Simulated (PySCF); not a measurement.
## Electronic structure of H6NSi2 (SMILES N[SiH][SiH3]) (doublet) in real space

```yaml
atoms:
  - { symbol: N, position_ang: [-1.7732, 0.3057, 0.0401] }
  - { symbol: Si, position_ang: [-0.4953, -0.8618, 0.1858] }
  - { symbol: Si, position_ang: [1.5195, 0.1270, -0.2134] }
  - { symbol: H, position_ang: [-2.6983, 0.0907, 0.3734] }
  - { symbol: H, position_ang: [-1.8321, 0.8764, -0.7875] }
  - { symbol: H, position_ang: [-0.8246, -1.4462, 1.4985] }
  - { symbol: H, position_ang: [2.5382, -0.9082, -0.0005] }
  - { symbol: H, position_ang: [2.0112, 1.3111, 0.5106] }
  - { symbol: H, position_ang: [1.5682, 0.5112, -1.6322] }
```

Geometry: GFN2-xTB.

Theory: UKS B3LYP, pcH-1 on H N Si, non-relativistic, mean-field spin-orbit, GIAO in PySCF.

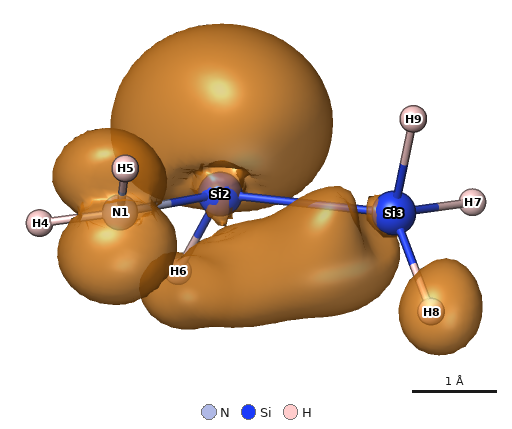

Figure 1. Isosurfaces of the spin density at +0.015 (orange) and −0.015 e/Å³ (purple), seen from one side.

> Where is the unpaired spin?

The unpaired spin (1 electron) lies mostly on Si2 (about 0.6), N1 (about 0.2) and Si3 (about 0.1), in electrons by Hirshfeld's partition.

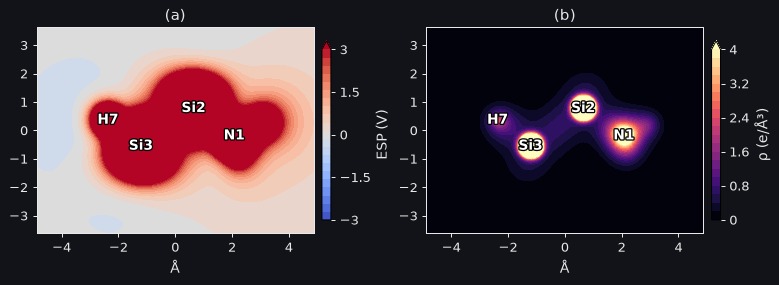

Figure 2. (a) molecular electrostatic potential; (b) total electron density on the plane of atoms Si2, Si3 and H7.

> What does the map show?

The plane passes through N, Si and H nuclei.
Si–N (1.74 Å): the density is about 1 e/Å³ at the midpoint.
Si–Si (2.28 Å): the density is about 0.68 e/Å³ at the midpoint.
Si–H (1.47 Å): ρ is about 0.8 e/Å³ halfway.
The potential has no marked negative region in this plane.

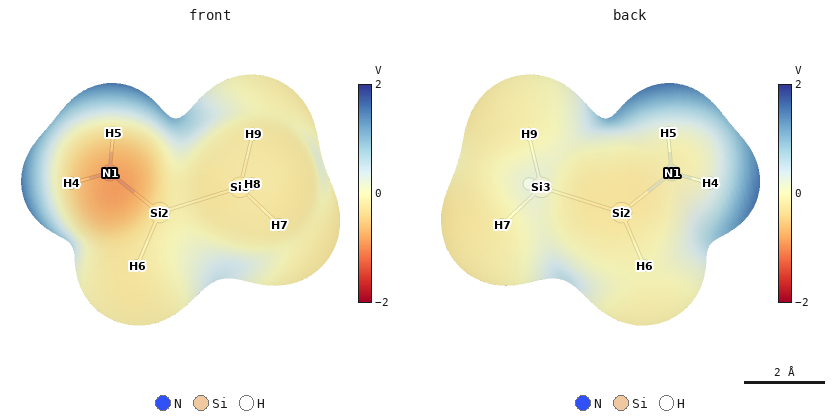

Figure 3. The molecular electrostatic potential painted on the density surface at 0.001 e/bohr³, seen from the front and from behind; the colour scale runs from red (negative) to blue (positive).

> Describe the electrostatic potential map.

The most negative region (about −0.9 V) lies over N1, the most positive (about +1.5 V) over H4 and H5.
